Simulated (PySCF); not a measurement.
SMILES Cc1[c]c(C)cc(C)c1, doublet at its GFN2-xTB optimised geometry (Å):

```
20

C     -2.5354    -0.2939     0.0041
C     -1.0396    -0.1962     0.0000
C     -0.2299    -1.2967     0.0000
C      1.1375    -1.2967     0.0000
C      1.9454    -2.5593     0.0119
C      1.7485    -0.0415     0.0024
C      0.9934     1.1237     0.0037
C      1.6834     2.4579    -0.0050
C     -0.3904     1.0418     0.0021
H     -2.8787    -0.7510     0.9316
H     -2.8755    -0.9183    -0.8205
H     -2.9886     0.6900    -0.0883
H      2.9886    -2.3541    -0.2159
H      1.8910    -3.0273     0.9949
H      1.5548    -3.2669    -0.7166
H      2.8287     0.0174     0.0016
H      2.2066     2.6052    -0.9496
H      2.4187     2.5128     0.7962
H      0.9686     3.2669     0.1219
H     -0.9868     1.9444     0.0015
```

Calculation: unrestricted CAM-B3LYP/def2-SVP in PySCF.

Map of the deformation density (molecule minus spherical neutral atoms) (e/bohr³) on the plane z = 0.8 Å:

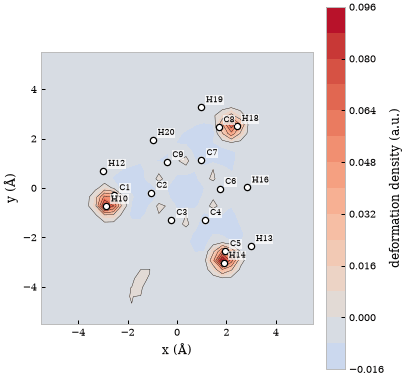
Deformation density (molecule minus spherical neutral atoms) (e/bohr³) on the plane z = 0.8 Å.
